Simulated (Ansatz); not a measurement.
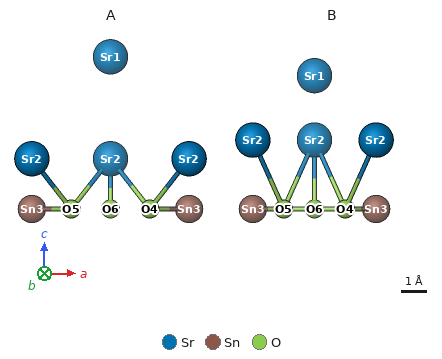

Two geometries of a crystal of Sr2SnO3 (a generated structure, set up in Cmmm) (coarse preliminary run), drawn at one scale. One is the start of a relaxation, the other its converged end. A ball-and-stick model of the atoms within 4.2 Å of the atom that moves most (axes of the conventional cell (2 times the calculation's cell)), seen along the b axis. Lengths and directions refer to the drawn axes.

All numbers below come from Ansatz 0.2.0, DFT PBE, scalar-relativistic, plane waves, PAW. (plane-wave cutoff 420 eV; k-point mesh 4 × 4 × 2; occupations gaussian; smearing width 0.1 eV; no spin polarisation; cell and atoms relaxed; force threshold 0.04 eV/Å; at most 70 steps)

**Which of the two is the end point?**

Structure A is the relaxed one. After 10 accepted moves (13 points after the start) the energy has fallen by 824 meV per atom. Largest force component: 4.9 eV/Å at the start, 0.012 eV/Å at the end. Pressure: 7.61 GPa at the start and −0.01 GPa at the end. The SCF was repeated 3 times at an unchanged geometry on a basis and grid sized afresh for the cell, which shifted the energy by 38.6 meV per atom at most. The largest moves relative to the cell, 0.77 Å, are those of Sr1 and Sr2. Sr2 goes along −c. O and Sn stay in place. The drawn cell changes as follows: a 5.068 → 6.466 Å (+27.6 %), b 6.457 → 6.617 Å (+2.5 %), c 8.317 → 8.322 Å (+0.1 %); the volume changes by +30.8 %. Among the contacts that change: Sr1–Sr2 2.649 → 4.190 Å, Sr1–O6 2.834 → 2.066 Å, Sn3–O6 2.534 → 3.233 Å, Sr1–O4 3.499 → 3.101 Å. Bond angles that change, for instance: O4–Sn3–O5 76.3° → 88.7°, O4–Sn3–O5 103.7° → 91.3°. The space group stays Cmmm (No. 65).

Limits of the set-up: the k-point mesh is coarse for a cell with partly filled bands.
